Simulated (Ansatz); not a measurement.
# H₅OSbSeSi (SMILES [OH][SbH][SiH2][SeH]): what the fields show

The calculation's input:

```
crystal:
  periodic: [false, false, false]
  atoms:
    - {symbol: O, position_ang: [-0.975011, 1.274464, -1.090890]}
    - {symbol: Sb, position_ang: [0.924142, 0.698043, -1.250691]}
    - {symbol: Si, position_ang: [0.625773, -1.149778, 0.545500]}
    - {symbol: Se, position_ang: [-1.184684, -0.566786, 1.787452]}
    - {symbol: H, position_ang: [-1.385309, 1.311641, -1.958816]}
    - {symbol: H, position_ang: [1.452378, 1.784327, -0.039147]}
    - {symbol: H, position_ang: [1.832857, -1.231066, 1.410526]}
    - {symbol: H, position_ang: [0.455629, -2.473994, -0.113062]}
    - {symbol: H, position_ang: [-1.657273, 0.306949, 0.692029]}
basis:
  gaussian: {orbitals: def2-TZVPP}
hamiltonian: {xc: pbe0, dispersion: d4}
output: {orbitals: {seedname: orbitals}}
```

Command:

```sh
ansatz run in.yaml --threads 4 --pin off --events-out ev --progress --plain --max-ram 10444MiB
```

Geometry: PBE0-D4/def2-TZVP; core potentials replace the inner electrons of Sb.

Theory: RKS PBE0-D4/def2-TZVPP in Ansatz 0.2.0.

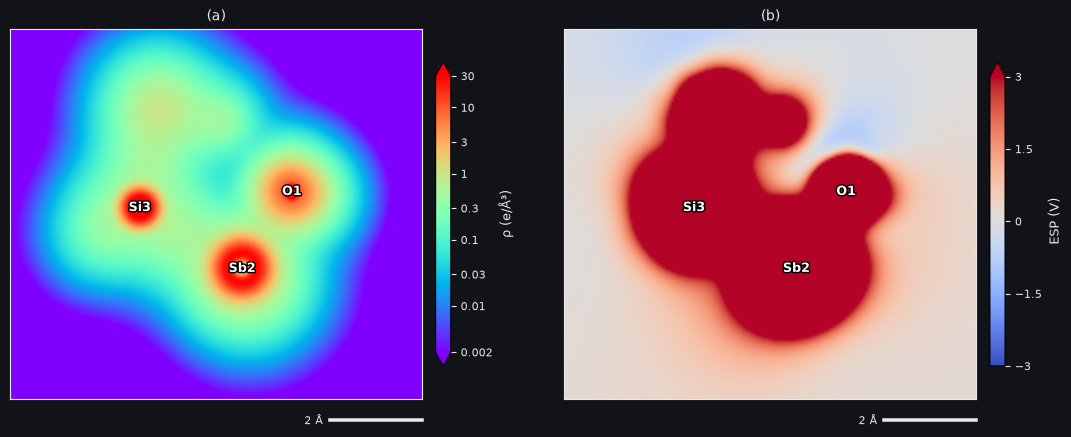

Figure 1. (a) electron density; (b) electrostatic potential on the plane of atoms O1, Sb2 and Si3.

### Describe what can be read from this map.

- The plane passes through O, Sb and Si nuclei.
- Sb–O (1.99 Å): the density is about 0.8 e/Å³ at the midpoint.
- Si–Sb (2.59 Å): ρ is about 0.53 e/Å³ halfway.
- Outside the dense part of the molecule the potential is most negative (−0.8 V) near O1.

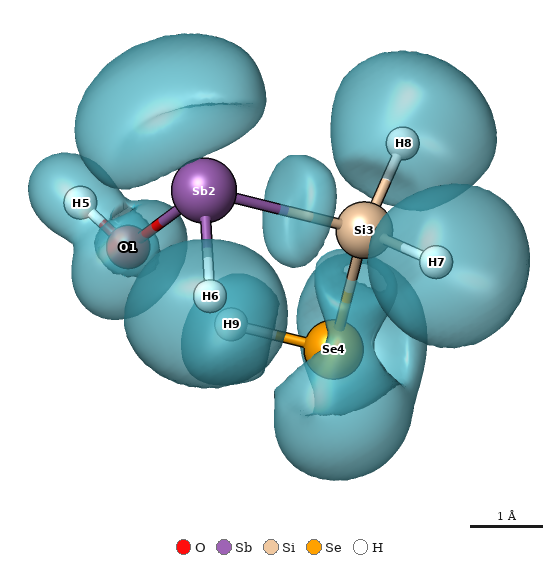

Figure 2. Isosurface of the electron localisation function at 0.75 (cyan), seen from one side. Only the valence region is drawn (cores and ρ < 0.01 e/Å³ removed).

### Identify the bonds, lone pairs and shells in this picture.

At this value the surface marks out one region between bonded Sb–Si atoms (shared pairs), four regions around hydrogen nuclei, one region on Se in which the atom's valence shell and bonds are merged, one lobe on Sb, pointing away from the bonds (lone pairs) and one joined region spread over several atoms (H, O), in which their bonds and any lone pairs are merged. Profiles from the grid: Sb–O (1.99 Å): the ELF peaks at about 0.85 in the valence shell of O, 0.6 Å from its nucleus, and drops to about 0.15 between the two atoms. Si–Se (2.27 Å): the ELF peaks at about 0.90 between the atoms: a shared electron pair.

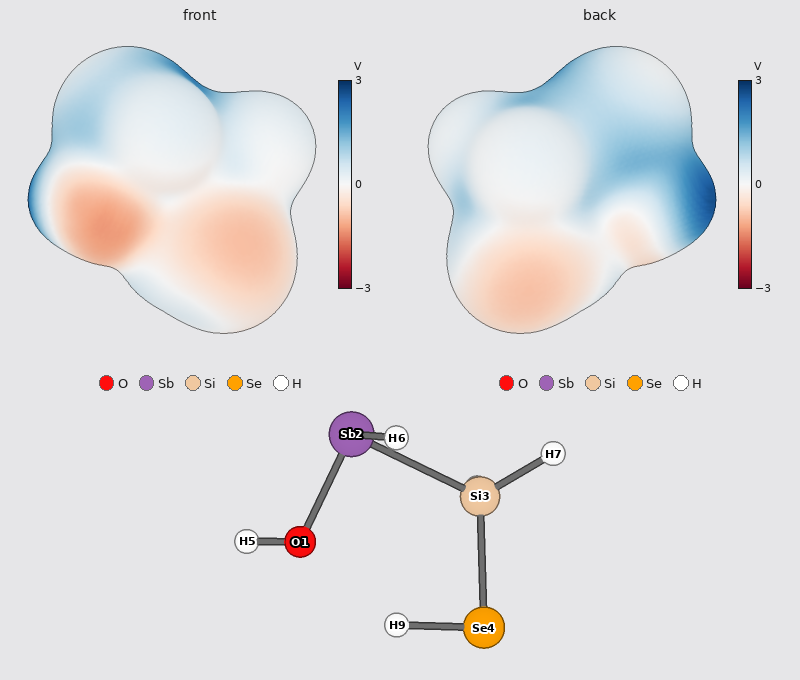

Figure 3. The molecular electrostatic potential painted on the density surface at 0.002 e/bohr³, seen from the front and from behind; red is negative and blue positive. The bare structure is drawn below in the same view.

### Describe the electrostatic potential map.

The most negative region (about −1.2 V) lies over O1, the most positive (about +2.5 V) over H5. O1 is the likeliest acceptor of a hydrogen bond.
